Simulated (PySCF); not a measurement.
Molecule: H5BrSeSi2, SMILES [SiH2]([SeH])[SiH2]Br. Atoms near the plane z = 0.0 Å, at the CAM-B3LYP/def2-SVP optimised geometry (x, y, z in Å): Se1 (1.9, -2.1, -0.1), Si2 (1.2, 0.0, 0.0), Si3 (-1.2, 0.0, 0.0), Br4 (-1.9, 2.1, 0.0).

Method: CAM-B3LYP/def2-TZVP run with PySCF 2.14.0. Cells within 0.4 Å of a nucleus heavier than hydrogen are left out (blank, or x). The values are rescaled to run from 0 to 1.

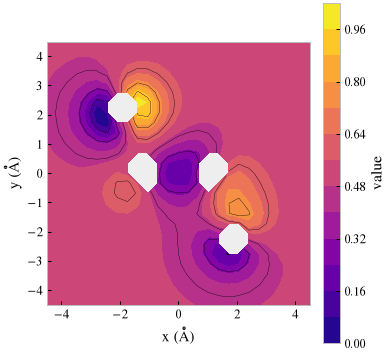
*a field on the plane z = 0.0 Å.*

### Question
Which quantity is mapped?
A. electron localisation function
B. log10 of the electron density
C. electrostatic potential
D. an orbital amplitude

### Answer
D, an orbital amplitude. In full: HOMO−1 amplitude (bohr^(-3/2)).
